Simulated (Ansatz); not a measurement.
Results of revPBE (Ansatz, a first-principles code, PAW) for CsCl-type CuZn.

Run with plane-wave cutoff 520 eV, 18×18×18 k mesh, Fermi–Dirac smearing 0.05 eV, no spin polarisation, scalar-relativistic PAW data made under PBE.

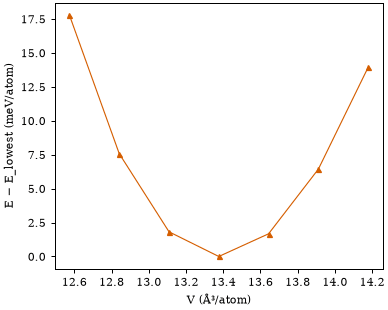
Figure. Total energy against volume

From the curve, estimate the equilibrium volume and the bulk modulus.

V0 ≈ 13.4 Å³/atom and B0 ≈ 100 GPa; the fit gives V0 = 13.376 Å³/atom, B0 = 104 GPa, B′ = 5.0.

Measured, for comparison: bulk modulus 116 GPa (temperature not stated, no zero-point or thermal correction; as tabulated in Nepal et al. (2020), arXiv:2007.11150); equilibrium volume per atom 12.93 Å³/atom (temperature not stated, no zero-point or thermal correction; as tabulated in First-Principles Study on the Electrical and Thermal Conductivities of Cu–Zn …). Computed (rounded) less measured: bulk modulus -10 %, equilibrium volume per atom +3.5 %.

Static lattice: no zero-point or thermal effects.
